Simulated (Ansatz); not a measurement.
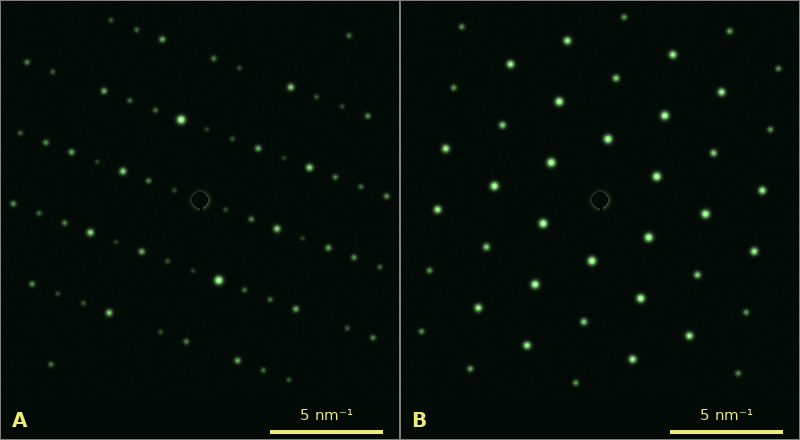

Kinematic electron diffraction patterns (200 kV, B = 0.5 Å², same scale, each along a low-index zone) of two structures of composition Si3Se2, each relaxed at zero pressure with DFT PBE, scalar-relativistic, plane waves, PAW in Ansatz.

The structures (standard cells):
1. R-3m (No. 166), a = 3.736 Å, c = 24.324 Å (hexagonal axes), 15 atoms; generated start, possibly hypothetical
2. R-3c (No. 167), a = 7.231 Å, c = 18.979 Å (hexagonal axes), 30 atoms; generated start, possibly hypothetical

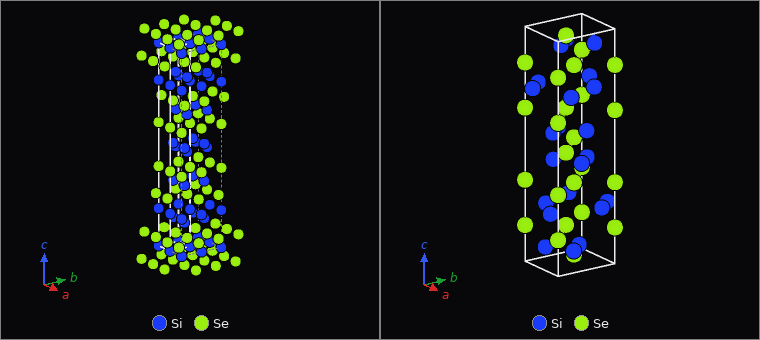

Drawings of the structures 1 to 2, from left to right (each may span several cells).

Question: Which pattern belongs to which structure, and along which zone?

Answer: A is structure 1 along [100] or an equivalent direction: oblique net of 0 0 3 (weak) at d = 8.11 Å and 0 -1 1 (weak) at d = 3.21 Å, 82.4° apart (some points of this net are extinct or too weak to see). B is structure 2 along [001]: hexagonal net of 2 -1 0 at d = 3.62 Å and 1 1 0 at d = 3.62 Å, 60.0° apart.

Question: Which structure lies lowest at this level of theory, and by how much?

Answer: Structure 1 (R-3m, 19.60 Å³ an atom) is the lowest of these; structure 2 (R-3c, 28.65 Å³ an atom) lies about 480 meV an atom higher. These are static energies at 0 K; other structures, not shown, may lie lower still.
